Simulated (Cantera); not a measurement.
Feed: 1 mol Al, a varied amount of CO, 15 mol N2, 0.015 mol O2, equilibrated at 725 °C and 1.00 Torr.

Method: chemical equilibrium by Gibbs-energy minimisation in Cantera with the NASA 1993 tables (ideal gas, pure condensed phases). Candidate condensed phases: Al, AlN, Al2O3, C; 32 gas species. Equilibrium is a limit: real reactors are often held back by kinetics, nucleation or transport.

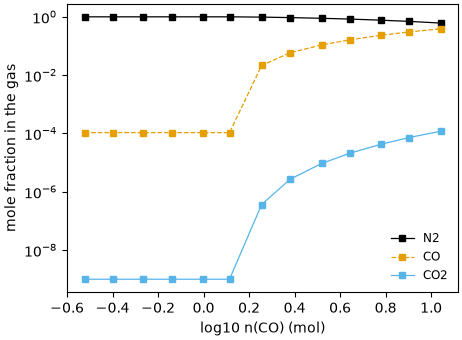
Figure: Equilibrium gas composition (values under 1e-9 drawn at 1e-9)

From 0.3 mol CO to 1.3 mol CO the condensed part is AlN(s) + Al2O3(s) + C(graphite). From 1.8 mol CO to 11 mol CO the condensed part is Al2O3(s) + C(graphite).
